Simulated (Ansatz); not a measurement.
# GeH+ (singlet): the correlation ladder at distance Ge1–H2 = 1.434 Å, cc-pVQZ

Aim: climb from Hartree-Fock through coupled cluster and multireference methods for GeH+ (singlet) at one geometry and basis, and see what each rung misses.

Method: cc-pVQZ, core rule «outside noble gas», up to 14 orbitals frozen; program: Ansatz 0.2.0, Gaussian basis.

The runs, in order: UHF; CCSD(T) on RHF; BCCD(T) on RHF; CCSDT(Q) on RHF; CASSCF and NEVPT2, 4 electrons in 5 orbitals; Full CI.

21 further runs of the same task are left out: 15 that didn't finish, 6 set aside as unsound or not needed.

**1. The geometry**

The geometry derives from a PBE0/def2-TZVP stationary point (not a proven minimum). One bond is set to the value named and the two fragments are kept rigid. No spin-orbit coupling is included. The filled d shell of Ge may be among the frozen orbitals whatever the setting's name suggests; the logs give the count.

2 atoms, charge 1, spin multiplicity 1.

Atoms are counted from 1 here; the program's logs count them from 0.

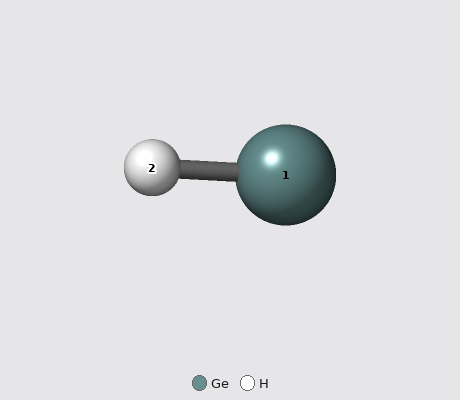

The structure; germanium teal, hydrogen white; atoms are numbered from 1 in the order of the file.

**2. UHF**

Input file in.yaml:

```yaml
crystal:
  periodic: [false, false, false]
  atoms:
    - {symbol: Ge, position_ang: [0.000000, 0.000000, 0.000000]}
    - {symbol: H, position_ang: [0.000000, 0.000000, 1.434000]}
basis:
  gaussian: {orbitals: cc-pVQZ}
total_charge: 1
magnetization: {spin_polarized: true, initial_magnetization: 0}
hamiltonian: {xc: hf}
output: {orbitals: {seedname: orbitals}}
```

Command:

```console
> ansatz run in.yaml --threads 1 --pin off --events-out ev --progress --plain --max-ram 2393MiB
```

After this run come: CCSD(T) on RHF; BCCD(T) on RHF; CCSDT(Q) on RHF; CASSCF and NEVPT2, 4 electrons in 5 orbitals; Full CI.

Before running them: what should the planned runs give, taken together? Wanted: FCI below the RHF energy; RMP2 from FCI; RCCSD from FCI; RCCSD(T) from FCI; RCCSDT(Q) from FCI; NEVPT2 valence from FCI; T1 diagnostic; effectively unpaired electrons.

**Answer**, as computed:

```
                         quantity                                 value
         FCI below the RHF energy                            -2.3983 eV
                    RMP2 from FCI                            +531.9 meV
                   RCCSD from FCI                             +44.9 meV
                RCCSD(T) from FCI                              +8.5 meV
               RCCSDT(Q) from FCI                              +0.3 meV
          NEVPT2 valence from FCI                            +331.0 meV
levels within 1 kcal/mol (43 meV)  RCCSD(T), BCCD(T), RCCSDT, RCCSDT(Q)
                    T1 diagnostic                                 0.010
   effectively unpaired electrons                                  0.06
```

What this shows: RCCSD(T) lands +8.5 meV from the yardstick (0.4 % of the correlation energy). One determinant dominates. These misses are within one basis, not against nature.
